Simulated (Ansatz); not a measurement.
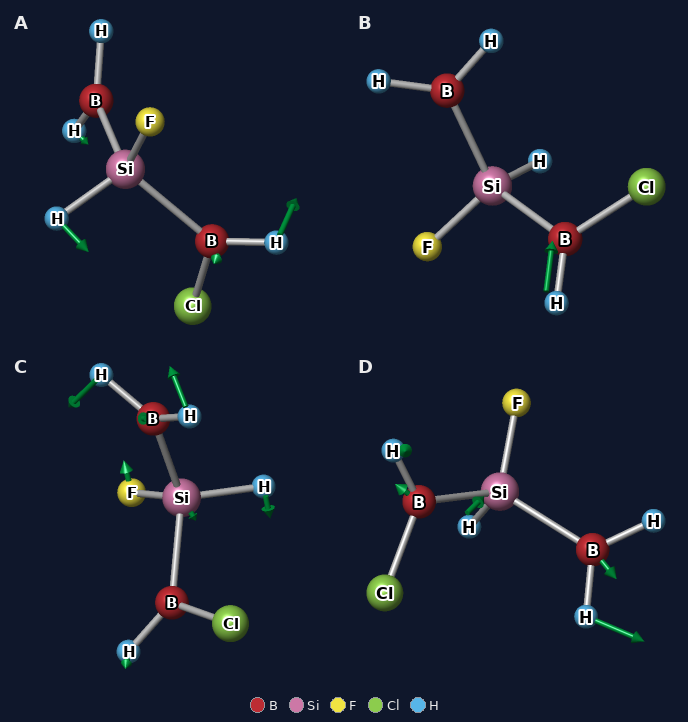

4 normal modes of one molecule or complex, as arrows. Harmonic vibrations computed with RKS PBE0-D4/def2-TZVP (Ansatz 0.2.0) at a stationary point of the same level.

Match the panels to the wavenumbers 204 cm⁻¹, 569 cm⁻¹, 770 cm⁻¹, 2646 cm⁻¹.

Answer. A: 770 cm⁻¹, B–Si–H bending
B: 2646 cm⁻¹, B–H stretching
C: 204 cm⁻¹, angle bending
D: 569 cm⁻¹
